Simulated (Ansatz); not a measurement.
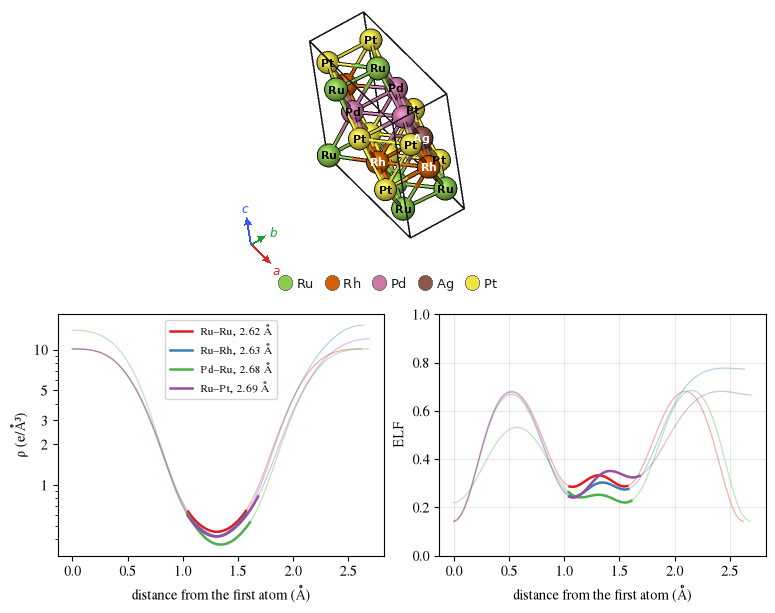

The picture shows: AgPd3Ru5Pt5Rh2. Valence pseudo-density and ELF along straight lines between neighbouring atoms. Thin, pale parts lie inside the atomic spheres. The structure is drawn too.

Space group P1; a generated structure, not necessarily the stable one; computed without spin polarisation.

Level of theory: DFT PBE, scalar-relativistic, plane waves, PAW (Ansatz 0.2.0).

Core electrons are frozen (PAW), and the valence fields are smoothed inside the atomic spheres.

```
Ru Rh Pd Ag Pt
1.0
     3.91015    3.88389    3.89909
    -3.91540    3.88574   -3.89568
    -3.91669   -3.88049    3.90223
Ru Rh Pd Ag Pt
5 2 3 1 5
Direct
  0.99043 0.74026 0.23526
  0.01496 0.00789 0.01389
  0.26056 0.01093 0.76280
  0.50379 0.49008 0.99862
  0.74644 0.25829 0.00768
  0.49812 0.24576 0.23884
  0.99882 0.50106 0.49070
  0.75060 0.49882 0.75055
  0.24944 0.24795 0.50122
  0.50101 0.75356 0.75461
  0.75225 0.75020 0.50224
  0.24304 0.49523 0.24312
  0.49350 0.00065 0.50212
  0.75216 0.00061 0.24434
  0.00404 0.25038 0.75362
  0.24774 0.75273 0.99646
```

What can be read from the curves?

Ru–Ru (2.62 Å): ρ at the midpoint is about 0.45 e/Å³; the ELF is about 0.35 at the midpoint.
Ru–Rh (2.63 Å): the density is about 0.42 e/Å³ at the midpoint; the ELF is about 0.30 at the midpoint.
Pd–Ru (2.68 Å): the density is about 0.36 e/Å³ at the midpoint; the ELF is about 0.25 at the midpoint: no localised pair shows between them.
Ru–Pt (2.69 Å): the density is about 0.42 e/Å³ at the midpoint; the ELF is about 0.35 at the midpoint.
